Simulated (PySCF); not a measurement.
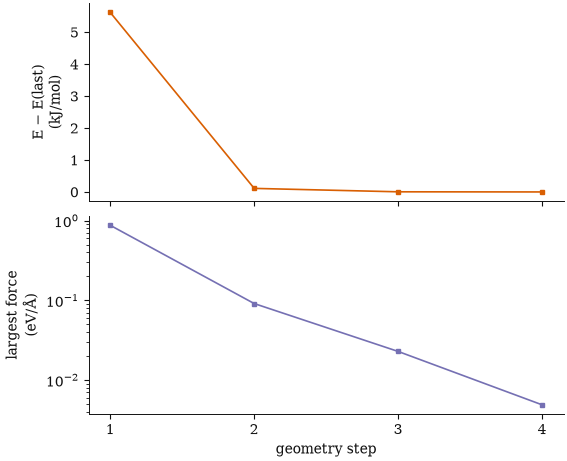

History of a geometry optimisation.

BrGeH$_{3}$ (SMILES [GeH3][Br]); PySCF, PBE0-D3(BJ)/def2-SVP, geometry optimisation.

**How did it end, and what did it gain?**

The optimisation met its thresholds at geometry 4, counting the start as the first. The energy fell by about 5.6 kJ/mol from the first step to the last. The largest force goes from about 0.87 eV/Å at the start to 5 × 10⁻³ eV/Å at the end.
